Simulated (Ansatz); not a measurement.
```yaml
atoms:
  - { symbol: N, position_ang: [-0.6409, 1.0621, -0.3037] }
  - { symbol: Al, position_ang: [0.6262, -0.4986, -0.1904] }
  - { symbol: S, position_ang: [0.0093, -1.6627, 1.5104] }
  - { symbol: H, position_ang: [-1.2069, 1.0530, -1.1728] }
  - { symbol: H, position_ang: [-0.1501, 1.9757, -0.3139] }
  - { symbol: H, position_ang: [-1.3201, 1.1095, 0.4777] }
  - { symbol: H, position_ang: [1.6902, -0.4423, -1.3455] }
  - { symbol: H, position_ang: [0.9925, -2.5967, 1.3382] }
```

Computed with Ansatz, RKS PBE-D4/def2-SVP.

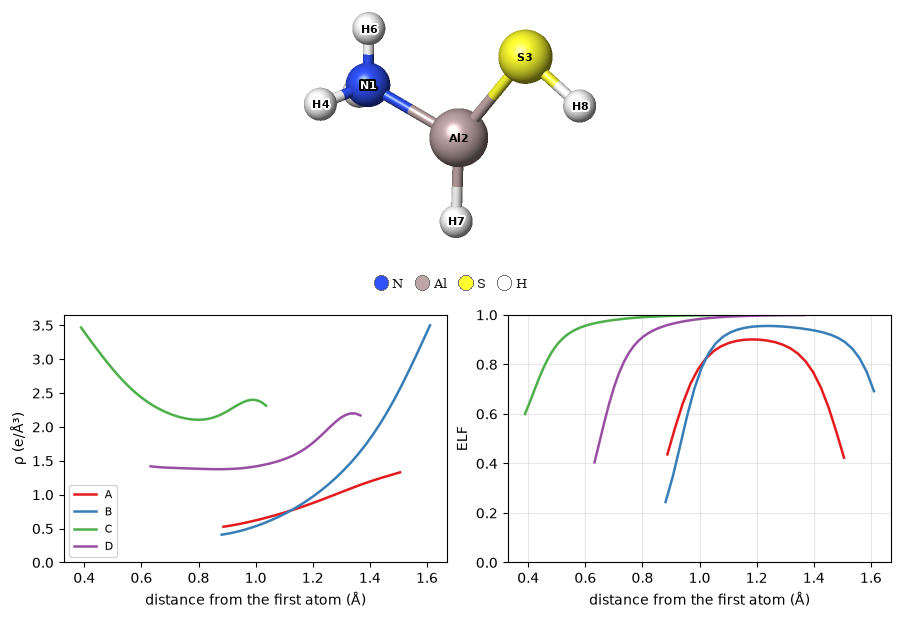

AlH5NS (charge +1). Total electron density and ELF along straight lines between neighbouring atoms. The curves leave out the atomic cores. The structure is drawn too.

Q: Which curve belongs to which contact (Al–N, Al–S, N–H and S–H)? The first atom named is at distance zero.

A: Curve A: Al–S (2.15 Å): the density is about 0.71 e/Å³ at the midpoint; the ELF peaks at about 0.90 in the valence shell of S, 1.0 Å from its nucleus, and is about 0.85 at the midpoint. Curve B: Al–N (2.01 Å): ρ is about 0.54 e/Å³ halfway; the ELF peaks at about 0.95 between the atoms (a shared but strongly polarised pair). Curve C: N–H (1.04 Å): ρ is about 2.8 e/Å³ halfway; the ELF climbs to about 1 towards the hydrogen, as it does in any bond to H; a covalent bond by its length. Curve D: S–H (1.37 Å): ρ is about 1.4 e/Å³ halfway; the ELF climbs to about 1 towards the hydrogen.
